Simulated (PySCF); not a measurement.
C2H8FPSi2

```xyz
14

F     0.4649   -0.7881    1.3865
C     0.9833   -0.2238    0.2547
Si    2.8193    0.2165    0.4274
C     0.1642   -0.0639   -0.7778
Si   -1.6600   -0.5413   -0.7633
P    -2.7781    1.1753    0.1574
H     3.5566   -1.0219    0.6787
H     2.9593    1.1345    1.5573
H     3.2268    0.8376   -0.8309
H     0.5868    0.3861   -1.6622
H    -1.8373   -1.8091   -0.0490
H    -2.1241   -0.6737   -2.1492
H    -3.9660    0.4771    0.2911
H    -2.3964    0.8941    1.4570
```

Geometry: GFN2-xTB.

All numbers below come from B3LYP/def2-SVPD, SCF density, gas phase in PySCF.

> Predict the electron density and electron localisation function between the atoms.

C–C (1.33 Å): the density is about 2.3 e/Å³ at the midpoint; the ELF peaks at about 0.95 between the atoms: a multiple bond.
C–F (1.37 Å): ρ is about 2.1 e/Å³ halfway, with its minimum of 1.6 e/Å³ about 0.5 Å from C; the ELF peaks at about 0.85 between the atoms (a shared but strongly polarised pair).
C–Si (1.89 Å): ρ at the midpoint is about 0.92 e/Å³; the ELF peaks at about 0.95 between the atoms; localised, covalent bonding.
C–H (1.08 Å): ρ at the midpoint is about 2 e/Å³; the ELF climbs to about 1 towards the hydrogen, as it does in any bond to H; an ordinary covalent bond to hydrogen.

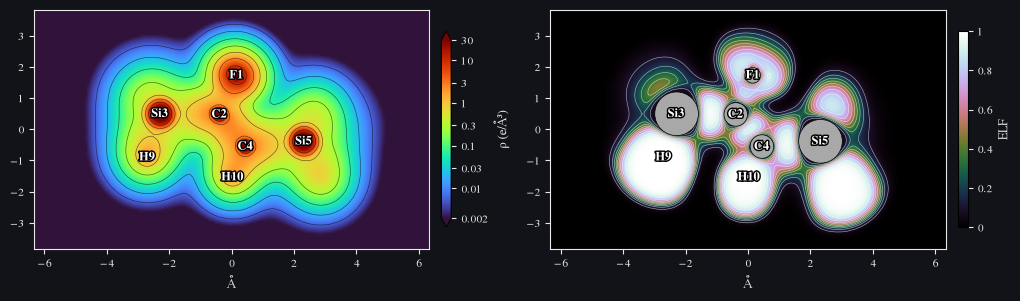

Computed electron density and electron localisation function on the plane of atoms Si3, C2 and C4, in this order. Grey discs cover the atomic cores in the ELF map. 
